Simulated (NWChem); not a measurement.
**BH3SO (SMILES OBS): r2SCAN/6-31G(d,p) (spherical functions)**

Aim: the vertical ionisation energy of BH3SO at r2SCAN/6-31G** (spherical functions), from 2 runs. 

The calculation is run with NWChem 7.3.0.

6 further runs of the same task are left out: 1 that didn't finish, 5 set aside as unsound or not needed.

### Step 1. The structure to begin with

The species is BH3SO (6 atoms), meant as a singlet with charge 0. SMILES: `OBS`. The shape is that of a PBE0-D4/def2-TZVP optimisation. This is one conformer, not always the lowest.

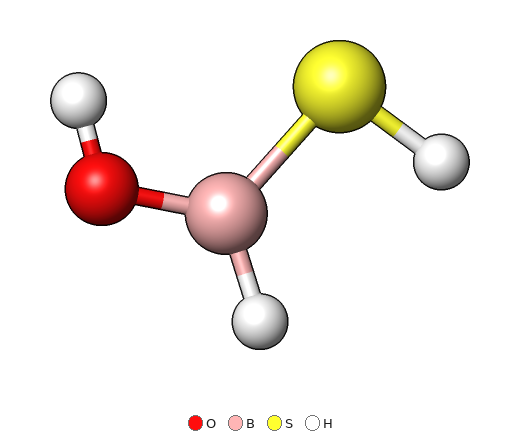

The structure, seen from a chosen angle (oxygen red, boron pink, sulfur yellow, hydrogen white).

### Step 2. The energy at r2SCAN/6-31G(d,p) (spherical functions)

The input, input.nw:

```
start input
memory total 2200 mb
charge 0

geometry units angstrom noautosym nocenter noautoz
 O    -1.104400   -0.090400   -1.001800
 B     0.054600    0.169700   -0.358100
 S     0.336900   -0.392500    1.342100
 H    -1.753100   -0.587100   -0.495400
 H     0.894300    0.783600   -0.941900
 H     1.571700    0.116600    1.455100
end

basis spherical bse
 O library 6-31G**
 B library 6-31G**
 S library 6-31G**
 H library 6-31G**
end

dft
 xc r2scan
 grid fine
 convergence energy 1e-08
 iterations 100
 mulliken
 print low
end

task dft energy
```

The run is started by

```
$ nwchem input.nw > input.out
```

The program printed:

```text
[...]
 d= 0,ls=0.0,diis     1   -499.9777239092 -5.89D+02  1.72D-02  4.88D-01     0.8
[...]
 d= 0,ls=0.0,diis    10   -500.0381669826 -1.10D-09  4.09D-07  1.28D-09     6.4
         Total DFT energy =     -500.038166982643
      One electron energy =     -864.867635729839
           Coulomb energy =      315.491940797641
    Exchange-Corr. energy =      -39.431346960066
 Nuclear repulsion energy =       88.768874909621
[...]
      Total Density - Mulliken Population Analysis
     ---------------------------------------------
    Atom       Charge   Shell Charges
 -----------   ------   -------------------------------------------------------
    1 O    8     8.44   2.00  0.91  2.93  0.87  1.72  0.02
    2 B    5     4.78   2.00  0.55  1.41  0.35  0.38  0.09
    3 S   16    16.19   2.00  2.00  5.97  1.32  3.11  0.54  1.21  0.05
    4 H    1     0.66   0.49  0.13  0.04
    5 H    1     1.03   0.52  0.50  0.01
    6 H    1     0.89   0.50  0.38  0.02
[...]
```

Run time: 7.2 s. Hardware: 1 thread of Intel Xeon Platinum 8488C (Sapphire Rapids), shared host; peak memory 0.11 GiB.

### Step 3. The doublet cation

The input, mol.nw:

```
start mol
memory 2200 mb
charge 1
geometry noautosym nocenter noautoz
   O    -1.104400   -0.090400   -1.001800
   B     0.054600    0.169700   -0.358100
   S     0.336900   -0.392500    1.342100
   H    -1.753100   -0.587100   -0.495400
   H     0.894300    0.783600   -0.941900
   H     1.571700    0.116600    1.455100
end
basis spherical bse
   O library 6-31G**
   B library 6-31G**
   S library 6-31G**
   H library 6-31G**
end
dft
   xc r2scan
   mult 2
   grid fine
   convergence energy 1e-08
   iterations 100
   mulliken
   noprint "final vectors analysis"
end
task dft energy
```

The run is started by

```
$ nwchem mol.nw > mol.out
```

The program printed:

```text
[...]
          Wavefunction type:  spin polarized.
          No. of atoms     :     6
          No. of electrons :    31
[...]
          Charge           :     1
          Spin multiplicity:     2
[...]
          AO basis - number of functions:    61
[...]
              XC Information
              --------------
                      r^2SCAN Method XC Functional
               r^2SCAN metaGGA Exchange Functional  1.000
                     r^2SCAN Correlation Potential  1.000
[...]
 d= 0,ls=0.0,diis     1   -499.4199905106 -5.88D+02  1.89D-02  4.67D-01     1.1
[...]
 d= 0,ls=0.5,diis    44   -499.6611501963 -9.66D-09  2.62D-08  2.76D-08    45.1
[...]
         Total DFT energy =     -499.661150203398
      One electron energy =     -855.687136574490
           Coulomb energy =      306.370196256815
    Exchange-Corr. energy =      -39.113084795343
 Nuclear repulsion energy =       88.768874909621
[...]
      Total Density - Mulliken Population Analysis
     ---------------------------------------------
    Atom       Charge   Shell Charges
 -----------   ------   -------------------------------------------------------
    1 O    8     8.30   2.00  0.93  2.89  0.87  1.59  0.02
    2 B    5     4.83   2.00  0.57  1.42  0.39  0.36  0.09
    3 S   16    15.56   2.00  2.00  5.97  1.42  2.97  0.46  0.69  0.05
    4 H    1     0.62   0.48  0.10  0.04
    5 H    1     0.90   0.51  0.38  0.01
    6 H    1     0.79   0.48  0.29  0.02
[...]
      <S2> =      0.7590 (Exact =     0.7500)
[...]
```

It took 47 s on 1 thread of Intel Xeon Platinum 8488C (Sapphire Rapids), shared host; peak memory 0.11 GiB.

### Step 4. What came out

At r2SCAN/6-31G** (spherical functions):

| quantity | value |
| --- | --- |
| singlet BH3SO: total energy | -500.03817 Eh |
| doublet cation: total energy | -499.66115 Eh |
| doublet cation: ⟨S²⟩ | 0.759 |
| vertical ionisation energy (to the doublet cation) | 10.259 eV |

The vertical ionisation energy comes to 10.26 eV (237 kcal/mol). Mulliken charges (singlet BH3SO) run from -0.44 on O1 to +0.34 on H4. Mulliken charges (doublet cation) run from -0.30 on O1 to +0.44 on S3.
